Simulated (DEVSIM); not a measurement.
Structure: GaP p-i-n diode, at 300 K.

```csv
layer (left to right),material,thickness (μm),Nd (cm⁻³),Na (cm⁻³),τn (s),τp (s)
1,GaP,0.260,-,3.6e17,9.9e-7,9.9e-7
2,GaP,11.0,6.6e12,-,9.9e-7,9.9e-7
3,GaP,1.40,1.9e18,-,9.9e-7,9.9e-7
```

Left contact: ohmic. Right contact: ohmic. Voltage is applied to the left contact. Recombination: SRH at mid-gap, Auger. Mobility is constant in doping.

The device is made up for the run: typed textbook-type constants, with dimensions and the other settings drawn at random. Values at 300 K.

```
parameter         GaP
-------------  ------
gap (eV)         2.26
affinity (eV)     3.8
permittivity     11.1
Nc (cm⁻³)      1.8e19
Nv (cm⁻³)      1.9e19
μn (cm²/Vs)       250
μp (cm²/Vs)       150
Cn (cm⁶/s)      1e-30
Cp (cm⁶/s)      1e-30
```

Simulated with DEVSIM: 1D drift-diffusion, Boltzmann statistics, complete ionisation; no tunnelling, impact ionisation, image-force lowering or self-heating.

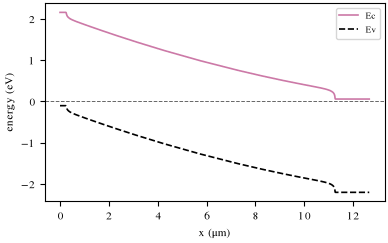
Figure: Band edges at zero bias

Energies count from the Fermi level of the right contact; mesh points crowd at the junctions.

```json
[
 {"x (μm)": "0.000", "Ec (eV)": "2.158", "Ev (eV)": "-0.103", "n (cm⁻³)": "< 1e2", "p (cm⁻³)": "3.6e17", "field (V/cm)": "≈ 0"},
 {"x (μm)": "0.03605", "Ec (eV)": "2.158", "Ev (eV)": "-0.103", "n (cm⁻³)": "< 1e2", "p (cm⁻³)": "3.6e17", "field (V/cm)": "≈ 0"},
 {"x (μm)": "0.1111", "Ec (eV)": "2.158", "Ev (eV)": "-0.103", "n (cm⁻³)": "< 1e2", "p (cm⁻³)": "3.6e17", "field (V/cm)": "≈ 0"},
 {"x (μm)": "0.2073", "Ec (eV)": "2.158", "Ev (eV)": "-0.103", "n (cm⁻³)": "< 1e2", "p (cm⁻³)": "3.6e17", "field (V/cm)": "-18"},
 {"x (μm)": "0.2600", "Ec (eV)": "2.130", "Ev (eV)": "-0.130", "n (cm⁻³)": "< 1e2", "p (cm⁻³)": "1.3e17", "field (V/cm)": "-33000"},
 {"x (μm)": "0.2998", "Ec (eV)": "2.065", "Ev (eV)": "-0.195", "n (cm⁻³)": "< 1e2", "p (cm⁻³)": "1.0e16", "field (V/cm)": "-9500"},
 {"x (μm)": "0.3987", "Ec (eV)": "2.009", "Ev (eV)": "-0.251", "n (cm⁻³)": "< 1e2", "p (cm⁻³)": "1.2e15", "field (V/cm)": "-3800"},
 {"x (μm)": "0.8337", "Ec (eV)": "1.899", "Ev (eV)": "-0.361", "n (cm⁻³)": "< 1e2", "p (cm⁻³)": "1.7e13", "field (V/cm)": "-2200"},
 {"x (μm)": "1.758", "Ec (eV)": "1.707", "Ev (eV)": "-0.553", "n (cm⁻³)": "< 1e2", "p (cm⁻³)": "9.9e9", "field (V/cm)": "-2000"},
 {"x (μm)": "4.273", "Ec (eV)": "1.233", "Ev (eV)": "-1.027", "n (cm⁻³)": "< 1e2", "p (cm⁻³)": "100", "field (V/cm)": "-1800"},
 {"x (μm)": "8.281", "Ec (eV)": "0.617", "Ev (eV)": "-1.643", "n (cm⁻³)": "7.8e8", "p (cm⁻³)": "< 1e2", "field (V/cm)": "-1300"},
 {"x (μm)": "10.47", "Ec (eV)": "0.352", "Ev (eV)": "-1.908", "n (cm⁻³)": "2.2e13", "p (cm⁻³)": "< 1e2", "field (V/cm)": "-1200"},
 {"x (μm)": "10.96", "Ec (eV)": "0.284", "Ev (eV)": "-1.976", "n (cm⁻³)": "3.1e14", "p (cm⁻³)": "< 1e2", "field (V/cm)": "-1900"},
 {"x (μm)": "11.16", "Ec (eV)": "0.225", "Ev (eV)": "-2.034", "n (cm⁻³)": "2.9e15", "p (cm⁻³)": "< 1e2", "field (V/cm)": "-5100"},
 {"x (μm)": "11.25", "Ec (eV)": "0.131", "Ev (eV)": "-2.129", "n (cm⁻³)": "1.1e17", "p (cm⁻³)": "< 1e2", "field (V/cm)": "-31000"},
 {"x (μm)": "11.28", "Ec (eV)": "0.058", "Ev (eV)": "-2.202", "n (cm⁻³)": "1.9e18", "p (cm⁻³)": "< 1e2", "field (V/cm)": "-99"},
 {"x (μm)": "11.35", "Ec (eV)": "0.058", "Ev (eV)": "-2.202", "n (cm⁻³)": "1.9e18", "p (cm⁻³)": "< 1e2", "field (V/cm)": "≈ 0"},
 {"x (μm)": "11.52", "Ec (eV)": "0.058", "Ev (eV)": "-2.202", "n (cm⁻³)": "1.9e18", "p (cm⁻³)": "< 1e2", "field (V/cm)": "≈ 0"},
 {"x (μm)": "12.13", "Ec (eV)": "0.058", "Ev (eV)": "-2.202", "n (cm⁻³)": "1.9e18", "p (cm⁻³)": "< 1e2", "field (V/cm)": "≈ 0"},
 {"x (μm)": "12.47", "Ec (eV)": "0.058", "Ev (eV)": "-2.202", "n (cm⁻³)": "1.9e18", "p (cm⁻³)": "< 1e2", "field (V/cm)": "≈ 0"},
 {"x (μm)": "12.60", "Ec (eV)": "0.058", "Ev (eV)": "-2.202", "n (cm⁻³)": "1.9e18", "p (cm⁻³)": "< 1e2", "field (V/cm)": "≈ 0"},
 {"x (μm)": "12.66", "Ec (eV)": "0.058", "Ev (eV)": "-2.202", "n (cm⁻³)": "1.9e18", "p (cm⁻³)": "< 1e2", "field (V/cm)": "≈ 0"}
]
```
